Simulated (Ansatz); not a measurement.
# CH₂BO radical (SMILES [CH2]B=O): single points off equilibrium

How do the functionals fare away from a minimum? The structure is a structure displaced at random from a GFN2-xTB minimum.

Method: single points in def2-TZVPP; program: Ansatz 0.2.0, Gaussian basis.

Correlated methods freeze the cores. Orbitals are unrestricted.

### Step 1. The starting structure

SMILES `[CH2]B=O`, 5 atoms, charge 0, spin multiplicity 2.

Atoms are counted from 1 here; the program's logs count them from 0.

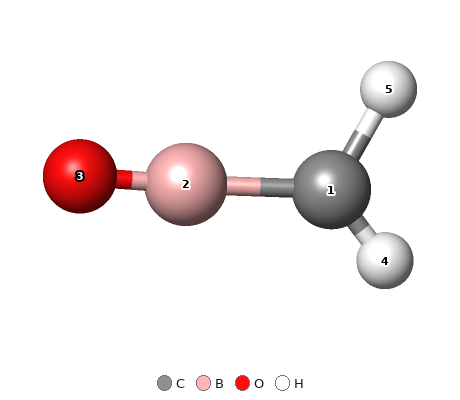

As it starts; carbon grey, boron pink, oxygen red, hydrogen white; atoms are numbered from 1 in the order of the file.

Geometry (Å):

```xyz
5
charge 0, multiplicity 2
C    -0.3365    0.2534   -0.4334
B     0.4953   -0.5673    0.5654
O     1.1954   -1.1103    1.2707
H    -0.8200   -0.0384   -1.1891
H    -0.5499    1.4248   -0.1702
```

### Step 2. CCSD(T)/def2-TZVPP

Contents of run/in.yaml:

```yaml
crystal:
  periodic: [false, false, false]
  atoms:
    - {symbol: C, position_ang: [-0.336500, 0.253400, -0.433400]}
    - {symbol: B, position_ang: [0.495300, -0.567300, 0.565400]}
    - {symbol: O, position_ang: [1.195400, -1.110300, 1.270700]}
    - {symbol: H, position_ang: [-0.820000, -0.038400, -1.189100]}
    - {symbol: H, position_ang: [-0.549900, 1.424800, -0.170200]}
basis:
  gaussian: {orbitals: def2-TZVPP}
magnetization: {spin_polarized: true, initial_magnetization: 1}
correlation: {method: ccsd_t}
scf: {omitted_lower_state_checks: [cluster_reference]}
output: {forces: true}
```

The command line of these runs was not kept.

### Step 3. PBE0-D4/def2-TZVPP

Changes to run/in.yaml since step 2:

```diff
@@ -11,4 +11,3 @@
 magnetization: {spin_polarized: true, initial_magnetization: 1}
-correlation: {method: ccsd_t}
-scf: {omitted_lower_state_checks: [cluster_reference]}
-output: {forces: true}
+hamiltonian: {xc: pbe0, dispersion: d4}
+output: {forces: true, orbitals: {seedname: orbitals}}
```

### Step 4. wB97M-V/def2-TZVPP

Changes to run/in.yaml since step 3:

```diff
@@ -11,3 +11,3 @@
 magnetization: {spin_polarized: true, initial_magnetization: 1}
-hamiltonian: {xc: pbe0, dispersion: d4}
-output: {forces: true, orbitals: {seedname: orbitals}}
+hamiltonian: {xc: {name: wB97M-V}}
+output: {forces: true}
```

### Step 5. r2SCAN-D4/def2-TZVPP

Changes to run/in.yaml since step 4:

```diff
@@ -11,3 +11,3 @@
 magnetization: {spin_polarized: true, initial_magnetization: 1}
-hamiltonian: {xc: {name: wB97M-V}}
+hamiltonian: {xc: r2scan, dispersion: d4}
 output: {forces: true}
```

### Step 6. PBE-D4/def2-TZVPP

Changes to run/in.yaml since step 5:

```diff
@@ -11,3 +11,3 @@
 magnetization: {spin_polarized: true, initial_magnetization: 1}
-hamiltonian: {xc: r2scan, dispersion: d4}
+hamiltonian: {xc: pbe, dispersion: d4}
 output: {forces: true}
```

### Step 7. BHLYP-D4/def2-TZVPP

Changes to run/in.yaml since step 6:

```diff
@@ -11,3 +11,3 @@
 magnetization: {spin_polarized: true, initial_magnetization: 1}
-hamiltonian: {xc: pbe, dispersion: d4}
+hamiltonian: {xc: {name: BHLYP}, dispersion: d4}
 output: {forces: true}
```

### Step 8. SPW92/def2-TZVPP

Changes to run/in.yaml since step 7:

```diff
@@ -11,3 +11,3 @@
 magnetization: {spin_polarized: true, initial_magnetization: 1}
-hamiltonian: {xc: {name: BHLYP}, dispersion: d4}
+hamiltonian: {xc: lda}
 output: {forces: true}
```

(Steps that only read results are left out.)

Q: Predict the outcome of this session. Wanted: energy less free atoms, CCSD(T)/def2-TZVPP; RMS force component; RMS force error; HOMO and LUMO, PBE0-D4; T1 diagnostic.

**Answer**, as computed:

```
                                  quantity                                                                                          value
energy less free atoms, CCSD(T)/def2-TZVPP                                                                                 -1979.1 kJ/mol
                       RMS force component                                                           4.271 to 4.881 eV/Å over the methods
                           RMS force error  PBE0-D4 0.294, wB97M-V 0.280, r2SCAN-D4 0.176, PBE-D4 0.242, BHLYP-D4 0.668, SPW92 0.359 eV/Å
                    HOMO and LUMO, PBE0-D4                                                                             -8.08 and -3.31 eV
                             T1 diagnostic                                                                                          0.017
```

In words: Against CCSD(T) the functionals' energies less atoms differ by -382.3 to -7.2 kJ/mol, PBE-D4 by -139.9 kJ/mol. A larger basis would deepen the CCSD(T) value, while the functionals are nearly converged already, so the order here is not reliable. The forces of r2SCAN-D4 come nearest to CCSD(T), those of BHLYP-D4 are farthest.
